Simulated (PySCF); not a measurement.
# [AuF2]−: other functionals and bases at one geometry

Aim: see how levels, charges and forces of [AuF2]− depend on the level of theory. The species was built from a template and needn't be a known compound.

Computed with PySCF 2.14.0. Level: several levels, as the steps say, no spin–orbit coupling.

2 further runs of the same task are left out: 2 for a known fault of the program. Runs told in other sessions of the task aren't counted.

**1. The system as given**

3 atoms, charge -1, spin multiplicity 1.

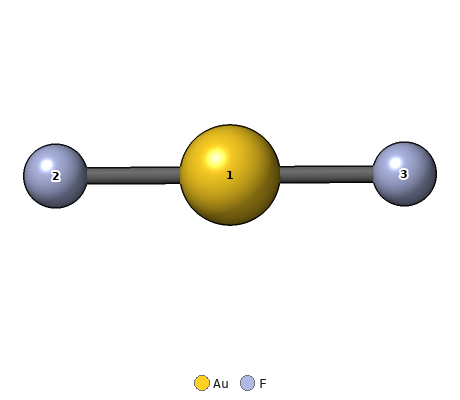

The geometry (gold amber, fluorine light blue); atoms are numbered from 1 in the order of the file.

As a file:

```tsv
atom	x (Å)	y (Å)	z (Å)
Au1	0.0000	0.0000	0.0000
F2	0.0000	0.0000	1.9697
F3	0.0000	0.0000	-1.9697
```

Formal oxidation states: Au +1. An earlier session relaxed this geometry at TPSS, Au def2-SVP with ECP60, F def2-SVP (singlet, point group D∞h).

At TPSS on the finer grid: E = -335.323921 Eh, HOMO 0.08 eV, LUMO 4.45 eV, Mulliken charge on Au1 -0.04 e, largest force component 0.047 eV/Å. The highest filled level lies above zero; it isn't the detachment energy.

Levels to run: CAM-B3LYP; revPBE; r2SCAN; PBE0; TPSS, TZVP; TPSS, x2c-SVP. Hardware: 2 threads of Arm Neoverse V1, shared host.

**2. CAM-B3LYP**

The input, run.py (the lines that set the calculation):

```python
mol = gto.M(atom='''
Au     0.00000     0.00000     0.00000
F      0.00000     0.00000     1.96971
F      0.00000     0.00000    -1.96971''',
    basis={'Au': 'def2-SVP', 'F': 'def2-SVP'},
    ecp={'Au': 'def2-SVP'},
    charge=-1, spin=0)
mf = dft.RKS(mol, xc='CAMB3LYP')
mf.grids.atom_grid = (75, 302)
mf = mf.density_fit()  # fitting sets: Au def2-universal-JKFIT, F def2-universal-JKFIT
mf.conv_tol = 1e-08; mf.max_cycle = 55
mf.kernel(dm0)  # dm0: the density of the relaxed state
```

On the command line:

```console
$ OMP_NUM_THREADS=2 python run.py
```

Output:

```text
init E= -335.244209624476
  HOMO = -0.116854144176305  LUMO = 0.223814766080858  gap/eV = 9.27007
cycle= 1 E= -335.24782235143  delta_E= -0.00361  |g|= 0.0573  |ddm|= 0.228
  HOMO = -0.105399125138079  LUMO = 0.228932581660212  gap/eV = 9.09763
cycle= 2 E= -335.247709939715  delta_E= 0.000112  |g|= 0.064  |ddm|= 0.0664
  HOMO = -0.110963869597043  LUMO = 0.228330382138729  gap/eV = 9.23267
cycle= 3 E= -335.248349987702  delta_E= -0.00064  |g|= 0.00773  |ddm|= 0.0417
  HOMO = -0.111724820551661  LUMO = 0.227905768149486  gap/eV = 9.24182
cycle= 4 E= -335.248361071671  delta_E= -1.11e-05  |g|= 0.00342  |ddm|= 0.0101
  HOMO = -0.111013184372252  LUMO = 0.22828760734685  gap/eV = 9.23284
cycle= 5 E= -335.248363971208  delta_E= -2.9e-06  |g|= 0.000298  |ddm|= 0.00459
  HOMO = -0.110968734889007  LUMO = 0.22828540618901  gap/eV = 9.23158
cycle= 6 E= -335.24836406849  delta_E= -9.73e-08  |g|= 0.000109  |ddm|= 0.00124
  HOMO = -0.110948746126879  LUMO = 0.22828903863525  gap/eV = 9.23113
cycle= 7 E= -335.248364076179  delta_E= -7.69e-09  |g|= 1.74e-05  |ddm|= 0.000382
  HOMO = -0.110941882827698  LUMO = 0.228292072262819  gap/eV = 9.23103
Extra cycle  E= -335.248364076233  delta_E= -5.46e-11  |g|= 1.37e-05  |ddm|= 4.01e-05
converged SCF energy = -335.248364076233
```

Run time: 1.5 s. Hardware: 2 threads of Arm Neoverse V1, shared host.

It gives: E = -335.248364 Eh, HOMO -3.02 eV, LUMO 6.21 eV, Mulliken charge on Au1 +0.05 e, largest force component 0.233 eV/Å. 

**3. revPBE**

run.py (the lines that set the calculation): that of step 2 with these lines changed.

```diff
@@ -7,3 +7,3 @@
     charge=-1, spin=0)
-mf = dft.RKS(mol, xc='CAMB3LYP')
+mf = dft.RKS(mol, xc='PBE_R,PBE')
 mf.grids.atom_grid = (75, 302)
```

On the command line:

```console
$ OMP_NUM_THREADS=2 python run.py
```

Output:

```text
init E= -335.357823621327
  HOMO = 0.0080701106009516  LUMO = 0.159955870274189  gap/eV = 4.13302
cycle= 1 E= -335.357551151762  delta_E= 0.000272  |g|= 0.0574  |ddm|= 0.124
  HOMO = 0.0119320380888832  LUMO = 0.163146305354325  gap/eV = 4.11475
cycle= 2 E= -335.354287003603  delta_E= 0.00326  |g|= 0.14  |ddm|= 0.183
  HOMO = 0.00835312338018283  LUMO = 0.160390276027801  gap/eV = 4.13714
cycle= 3 E= -335.358222124492  delta_E= -0.00394  |g|= 0.00267  |ddm|= 0.129
  HOMO = 0.00794721416892086  LUMO = 0.160120416164119  gap/eV = 4.14084
cycle= 4 E= -335.358223266755  delta_E= -1.14e-06  |g|= 0.00111  |ddm|= 0.00404
  HOMO = 0.00814850745033309  LUMO = 0.160264788716564  gap/eV = 4.13929
cycle= 5 E= -335.358223561021  delta_E= -2.94e-07  |g|= 4.55e-05  |ddm|= 0.00145
  HOMO = 0.00814537333710535  LUMO = 0.160261644014124  gap/eV = 4.13929
cycle= 6 E= -335.358223561404  delta_E= -3.83e-10  |g|= 9.31e-06  |ddm|= 3.85e-05
  HOMO = 0.00814193096925794  LUMO = 0.160259394154547  gap/eV = 4.13933
Extra cycle  E= -335.358223561366  delta_E= 3.79e-11  |g|= 1.67e-05  |ddm|= 2.85e-05
converged SCF energy = -335.358223561366
```

Run time: 1.2 s. Hardware: 2 threads of Arm Neoverse V1, shared host.

Read off: E = -335.358224 Eh, HOMO 0.22 eV, LUMO 4.36 eV, Mulliken charge on Au1 -0.07 e, largest force component 0.375 eV/Å. The highest filled level lies above zero; it isn't the detachment energy.

**4. r2SCAN**

run.py (the lines that set the calculation): that of step 3 with these lines changed.

```diff
@@ -7,3 +7,3 @@
     charge=-1, spin=0)
-mf = dft.RKS(mol, xc='PBE_R,PBE')
+mf = dft.RKS(mol, xc='R2SCAN')
 mf.grids.atom_grid = (75, 302)
```

On the command line:

```console
$ OMP_NUM_THREADS=2 python run.py
```

Output:

```text
init E= -335.317159591181
  HOMO = -0.0169116258729009  LUMO = 0.159994505415902  gap/eV = 4.81386
cycle= 1 E= -335.317598840487  delta_E= -0.000439  |g|= 0.0532  |ddm|= 0.178
  HOMO = 0.00420039476756425  LUMO = 0.175458838719951  gap/eV = 4.66018
cycle= 2 E= -335.316616407851  delta_E= 0.000982  |g|= 0.0846  |ddm|= 0.158
  HOMO = -0.00782252567063218  LUMO = 0.166769683897698  gap/eV = 4.75090
cycle= 3 E= -335.318258969117  delta_E= -0.00164  |g|= 0.00743  |ddm|= 0.0997
  HOMO = -0.00786344916980425  LUMO = 0.166788944274941  gap/eV = 4.75253
cycle= 4 E= -335.318269427419  delta_E= -1.05e-05  |g|= 0.000774  |ddm|= 0.00656
  HOMO = -0.00790220269908775  LUMO = 0.166779364522572  gap/eV = 4.75333
cycle= 5 E= -335.318269551845  delta_E= -1.24e-07  |g|= 0.000106  |ddm|= 0.000842
  HOMO = -0.00791548895575281  LUMO = 0.16676793729118  gap/eV = 4.75338
cycle= 6 E= -335.318269553841  delta_E= -2e-09  |g|= 2.9e-05  |ddm|= 0.000106
  HOMO = -0.00791540335455466  LUMO = 0.166767821572694  gap/eV = 4.75337
Extra cycle  E= -335.318269553228  delta_E= 6.14e-10  |g|= 6.47e-05  |ddm|= 8.33e-05
converged SCF energy = -335.318269553228
```

It took 1.5 s on 2 threads of Arm Neoverse V1, shared host.

Read off: E = -335.318270 Eh, HOMO -0.22 eV, LUMO 4.54 eV, Mulliken charge on Au1 +0.02 e, largest force component 0.126 eV/Å. 

**5. PBE0**

run.py (the lines that set the calculation): that of step 4 with these lines changed.

```diff
@@ -7,3 +7,3 @@
     charge=-1, spin=0)
-mf = dft.RKS(mol, xc='R2SCAN')
+mf = dft.RKS(mol, xc='PBE0')
 mf.grids.atom_grid = (75, 302)
```

On the command line:

```console
$ OMP_NUM_THREADS=2 python run.py
```

Output:

```text
init E= -335.138423299848
  HOMO = -0.0687919756734715  LUMO = 0.186114081200118  gap/eV = 6.93635
cycle= 1 E= -335.140983562621  delta_E= -0.00256  |g|= 0.047  |ddm|= 0.227
  HOMO = -0.0506527644067268  LUMO = 0.19706123283248  gap/eV = 6.74064
cycle= 2 E= -335.140785158302  delta_E= 0.000198  |g|= 0.0567  |ddm|= 0.0895
  HOMO = -0.0593872660893148  LUMO = 0.191997634830439  gap/eV = 6.84053
cycle= 3 E= -335.141390496963  delta_E= -0.000605  |g|= 0.0027  |ddm|= 0.051
  HOMO = -0.0593419711291151  LUMO = 0.192059569201552  gap/eV = 6.84098
cycle= 4 E= -335.141390835313  delta_E= -3.38e-07  |g|= 0.00202  |ddm|= 0.00332
  HOMO = -0.0591591836788278  LUMO = 0.192184313486797  gap/eV = 6.83940
cycle= 5 E= -335.141391693035  delta_E= -8.58e-07  |g|= 0.000228  |ddm|= 0.00218
  HOMO = -0.0591418117225031  LUMO = 0.19218990834728  gap/eV = 6.83908
cycle= 6 E= -335.141391702776  delta_E= -9.74e-09  |g|= 2.49e-05  |ddm|= 0.000228
  HOMO = -0.0591354485856912  LUMO = 0.192192776937383  gap/eV = 6.83899
Extra cycle  E= -335.141391702821  delta_E= -4.48e-11  |g|= 2.95e-05  |ddm|= 4.65e-05
converged SCF energy = -335.141391702821
```

Run time: 1.1 s. Hardware: 2 threads of Arm Neoverse V1, shared host.

It gives: E = -335.141392 Eh, HOMO -1.61 eV, LUMO 5.23 eV, Mulliken charge on Au1 +0.06 e, largest force component 0.173 eV/Å. 

**6. TPSS, TZVP**

Basis: Au def2-TZVP with ECP60, F def2-TZVP. 

The input, run.py (the lines that set the calculation):

```python
mol = gto.M(atom='''
Au     0.00000     0.00000     0.00000
F      0.00000     0.00000     1.96971
F      0.00000     0.00000    -1.96971''',
    basis={'Au': 'def2-TZVP', 'F': 'def2-TZVP'},
    ecp={'Au': 'def2-TZVP'},
    charge=-1, spin=0)
mf = dft.RKS(mol, xc='TPSS')
mf.grids.atom_grid = (75, 302)
mf = mf.density_fit()  # fitting sets: Au def2-universal-JKFIT, F def2-universal-JKFIT
mf.conv_tol = 1e-08; mf.max_cycle = 55
mf.kernel(dm0)  # dm0: free metal ions and neutral atoms
```

On the command line:

```console
$ OMP_NUM_THREADS=2 python run.py
```

Output:

```text
init E= -346.152781162401
  HOMO = 0.257579858547059  LUMO = 0.293074928193025  gap/eV = 0.96587
cycle= 1 E= -323.40432144275  delta_E= 22.7  |g|=  5.6  |ddm|= 15.4
  HOMO = -0.342576487997162  LUMO = -0.253336584691784  gap/eV = 2.42834
cycle= 2 E= -312.191584027169  delta_E= 11.2  |g|= 11.3  |ddm|= 16.7
  HOMO = -0.674296925117894  LUMO = -0.405324908570545  gap/eV = 7.31910
cycle= 3 E= -331.390911270343  delta_E= -19.2  |g|= 5.28  |ddm|= 6.33
  HOMO = 0.123056283286243  LUMO = 0.124867154267833  gap/eV = 0.04928
cycle= 4 E= -329.443859490054  delta_E= 1.95  |g|= 4.65  |ddm|= 5.61
  HOMO = -0.325134735667028  LUMO = -0.138897345491856  gap/eV = 5.06778
cycle= 5 E= -334.651466431696  delta_E= -5.21  |g|= 2.28  |ddm|= 5.52
  HOMO = -0.0616244230230287  LUMO = 0.108691872291228  gap/eV = 4.63454
cycle= 6 E= -335.587155699926  delta_E= -0.936  |g|= 0.264  |ddm|= 1.65
  HOMO = -0.00776018239347534  LUMO = 0.153764872699441  gap/eV = 4.39532
cycle= 7 E= -335.594978378999  delta_E= -0.00782  |g|= 0.12  |ddm|= 0.298
  HOMO = -0.0178974790001449  LUMO = 0.145802446593924  gap/eV = 4.45450
cycle= 8 E= -335.597688242577  delta_E= -0.00271  |g|= 0.0374  |ddm|= 0.127
  HOMO = -0.0152952703231792  LUMO = 0.147930656922151  gap/eV = 4.44160
cycle= 9 E= -335.597966774366  delta_E= -0.000279  |g|= 0.00543  |ddm|= 0.0376
  HOMO = -0.0144632899121302  LUMO = 0.148400338675099  gap/eV = 4.43175
cycle= 10 E= -335.597972274352  delta_E= -5.5e-06  |g|= 0.00106  |ddm|= 0.00756
  HOMO = -0.0144712067089222  LUMO = 0.148404268102213  gap/eV = 4.43207
cycle= 11 E= -335.597972459639  delta_E= -1.85e-07  |g|= 0.000173  |ddm|= 0.000721
  HOMO = -0.014454871266131  LUMO = 0.148415260160327  gap/eV = 4.43192
cycle= 12 E= -335.597972465473  delta_E= -5.83e-09  |g|= 1.32e-05  |ddm|= 0.000169
  HOMO = -0.0144571746058942  LUMO = 0.148413623722567  gap/eV = 4.43194
Extra cycle  E= -335.597972465306  delta_E= 1.67e-10  |g|= 3.44e-05  |ddm|= 3.8e-05
converged SCF energy = -335.597972465306
```

Wall time 4.9 s (2 threads of Arm Neoverse V1, shared host).

Read off: E = -335.597972 Eh, HOMO -0.39 eV, LUMO 4.04 eV, Mulliken charge on Au1 +0.17 e, largest force component 0.291 eV/Å. 

**7. TPSS, x2c-SVP**

Basis: Au x2c-SVPall, F x2c-SVPall. All electrons are treated, with the spin-free X2C Hamiltonian.

The input, run.py (the lines that set the calculation):

```python
mol = gto.M(atom='''
Au     0.00000     0.00000     0.00000
F      0.00000     0.00000     1.96971
F      0.00000     0.00000    -1.96971''',
    basis={'Au': 'x2c-SVPall', 'F': 'x2c-SVPall'},
    nucmod='G',
    charge=-1, spin=0)
mf = dft.RKS(mol, xc='TPSS')
mf.grids.atom_grid = (99, 590)
mf = mf.density_fit()  # fitting sets: Au AutoAux, F AutoAux
mf = mf.sfx2c1e()
mf.conv_tol = 1e-08; mf.max_cycle = 55
mf.kernel(dm0)  # dm0: free metal ions and neutral atoms
```

On the command line:

```console
$ OMP_NUM_THREADS=2 python run.py
```

Output:

```text
init E= -19223.527161805
  HOMO = 0.281217092840294  LUMO = 0.28362515510153  gap/eV = 0.06553
cycle= 1 E= -19200.8756446831  delta_E= 22.7  |g|=    6  |ddm|= 13.4
  HOMO = -0.105507237675988  LUMO = -0.033323182411387  gap/eV = 1.96423
cycle= 2 E= -19184.4475700583  delta_E= 16.4  |g|= 9.09  |ddm|= 15.9
  HOMO = -0.804026050592449  LUMO = -0.37032447440712  gap/eV = 11.80162
cycle= 3 E= -19209.7032763883  delta_E= -25.3  |g|= 4.09  |ddm|= 9.18
  HOMO = 0.129940697190911  LUMO = 0.214525340616305  gap/eV = 2.30167
cycle= 4 E= -19211.3788297829  delta_E= -1.68  |g|= 2.76  |ddm|= 3.84
  HOMO = -0.0866284816179048  LUMO = 0.0699067886649534  gap/eV = 4.25954
cycle= 5 E= -19212.5527233896  delta_E= -1.17  |g|= 0.884  |ddm|= 2.62
  HOMO = 0.00663646611867338  LUMO = 0.165399706414753  gap/eV = 4.32017
cycle= 6 E= -19212.7064319527  delta_E= -0.154  |g|= 0.366  |ddm|= 1.03
  HOMO = -0.0188405201449063  LUMO = 0.149602179078917  gap/eV = 4.58356
cycle= 7 E= -19212.7303393344  delta_E= -0.0239  |g|= 0.0823  |ddm|= 0.328
  HOMO = -0.0113473550822727  LUMO = 0.154384522232996  gap/eV = 4.50979
cycle= 8 E= -19212.7316942591  delta_E= -0.00135  |g|= 0.0126  |ddm|= 0.072
  HOMO = -0.00958883513728832  LUMO = 0.155812583809487  gap/eV = 4.50080
cycle= 9 E= -19212.7317244369  delta_E= -3.02e-05  |g|= 0.00236  |ddm|= 0.0126
  HOMO = -0.00968008578981451  LUMO = 0.15570979561459  gap/eV = 4.50049
cycle= 10 E= -19212.7317255581  delta_E= -1.12e-06  |g|= 0.00019  |ddm|= 0.00239
  HOMO = -0.00966654625547611  LUMO = 0.155719417366055  gap/eV = 4.50038
cycle= 11 E= -19212.7317255647  delta_E= -6.64e-09  |g|= 1.85e-05  |ddm|= 0.000173
  HOMO = -0.00966139578609063  LUMO = 0.15572319459312  gap/eV = 4.50034
Extra cycle  E= -19212.7317255644  delta_E= 3.27e-10  |g|= 4.72e-05  |ddm|= 6.8e-05
converged SCF energy = -19212.7317255644
```

It took 14 s on 2 threads of Arm Neoverse V1, shared host.

Result: E = -19212.731726 Eh, HOMO -0.26 eV, LUMO 4.24 eV, Mulliken charge on Au1 -0.17 e, largest force component 0.032 eV/Å. 

**8. Results**

| level | state | HOMO (eV) | gap (eV) | charge on Au1 (e) | dipole (D) | largest force component (eV/Å) | basis functions | time |
| --- | --- | --- | --- | --- | --- | --- | --- | --- |
| TPSS (relaxed here) | singlet | 0.08 | 4.37 | -0.04 | 0.00 | 0.05 | 60 | 3.9 s |
| CAM-B3LYP | singlet | -3.02 | 9.23 | 0.05 | 0.00 | 0.23 | 60 | 1.5 s |
| revPBE | singlet | 0.22 | 4.14 | -0.07 | 0.00 | 0.38 | 60 | 1.2 s |
| r2SCAN | singlet | -0.22 | 4.75 | 0.02 | 0.00 | 0.13 | 60 | 1.5 s |
| PBE0 | singlet | -1.61 | 6.84 | 0.06 | 0.00 | 0.17 | 60 | 1.1 s |
| TPSS, TZVP | singlet | -0.39 | 4.43 | 0.17 | 0.00 | 0.29 | 102 | 4.9 s |
| TPSS, x2c-SVP | singlet | -0.26 | 4.50 | -0.17 | 0.00 | 0.03 | 94 | 14 s |

Times are on 2 threads of Arm Neoverse V1, shared host; the first row also made further properties. The dipole of a charged species depends on the origin, so these sizes hold for this origin alone.

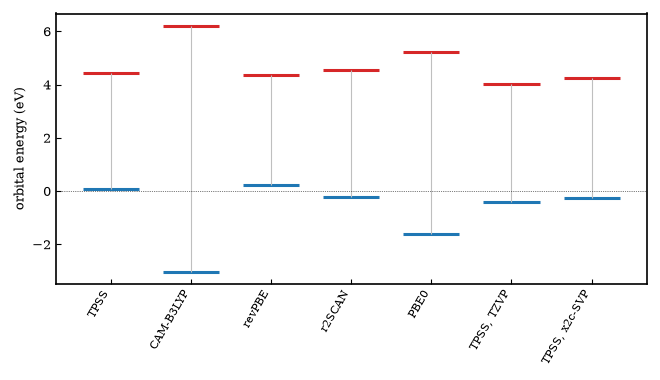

Highest filled and lowest empty level, method by method.

In one basis the HOMO–LUMO gap runs from 4.14 eV (revPBE) to 9.23 eV (CAM-B3LYP). The largest leftover force, 0.38 eV/Å with revPBE, stands at a geometry relaxed at another level. The Mulliken charge on Au spans -0.17 to +0.17 e over the levels. Total energies of different levels can't be compared. Spin–orbit coupling is left out throughout.
